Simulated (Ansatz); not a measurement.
# BH3OSi: the cost of one run

Program: Ansatz 0.2.0. Level of theory: RKS B3LYP/6-31G*. These are calculated values, not measurements.

## Step 1: Starting point

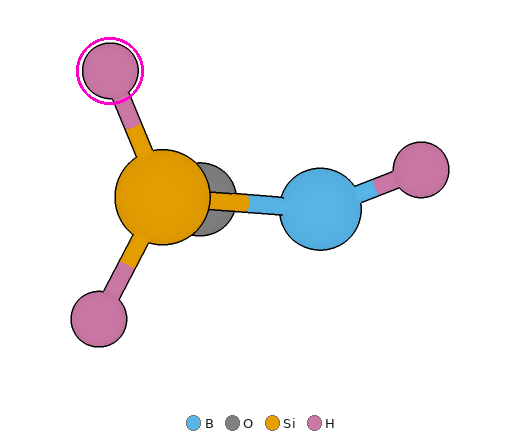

Start, viewed from a chosen angle; boron blue, oxygen grey, silicon amber, hydrogen pink. Ringed: H6.

Coordinates:

```xyz
6

B    -0.8298   -0.7084   -0.5566
O     0.3668   -1.1409    0.0398
Si    0.4980    0.5210    0.1857
H    -1.9851   -0.6596   -0.5904
H     1.5557    1.0215   -0.7437
H     0.4365    0.9023    1.6191
```

## Step 2: Relaxing end A

Contents of input.yaml:

```yaml
crystal:
  periodic: [false, false, false]
  atoms:
    - { symbol: B, position_ang: [-0.8298, -0.7084, -0.5566] }
    - { symbol: O, position_ang: [0.3668, -1.1409, 0.0398] }
    - { symbol: Si, position_ang: [0.498, 0.521, 0.1857] }
    - { symbol: H, position_ang: [-1.9851, -0.6596, -0.5904] }
    - { symbol: H, position_ang: [1.5557, 1.0215, -0.7437] }
    - { symbol: H, position_ang: [0.4365, 0.9023, 1.6191] }
basis:
  gaussian: { orbitals: "6-31G*" }
hamiltonian:
  xc: b3lyp
relax:
  f_tol: 0.02
  max_steps: 50
```

Started as:

```bash
> ansatz run input.yaml --threads 1 --pin off --max-ram 2048MiB --backend cpu --events-out ev --progress --plain --runs-dir out
```

What time and memory should one allow on 1 thread of Arm Neoverse V1, shared host?

About 15 s, with a peak of 0.12 GiB.
